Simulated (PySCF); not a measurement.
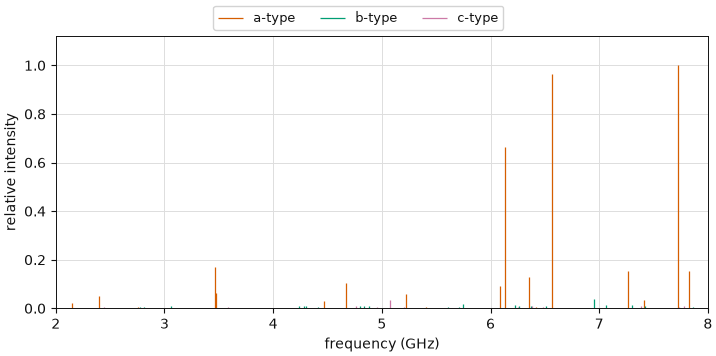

C₆H₆F₂, SMILES FC1=CCC=C[C@@H]1F. Simulated rotational absorption lines between 2 and 8 GHz at 1.5 K: rigid rotor with the equilibrium constants and dipole of one optimised conformer (PBE0-D3(BJ)/def2-SVP, PySCF), commonest isotopes; no centrifugal distortion, hyperfine structure, internal rotation or nuclear-spin weights; lines within 1 MHz of each other are summed. Lines of different type are drawn apart.

Question: What are the rotational constants, and what kind of rotor is it?

Answer: Rotational constants A, B, C = 2.947, 2.132, 1.334 GHz; Ray's κ = −0.01, an asymmetric top midway between the limits.

Question: Which dipole components drive the lines?

Answer:
|μa|, |μb|, |μc| = 2.88, 0.60, 0.88 D; a-type lines carry 91 % of the intensity in this range.

Caveats: coarse grid, loose stop and no frequency check, small forces are noise and the end may be a saddle.
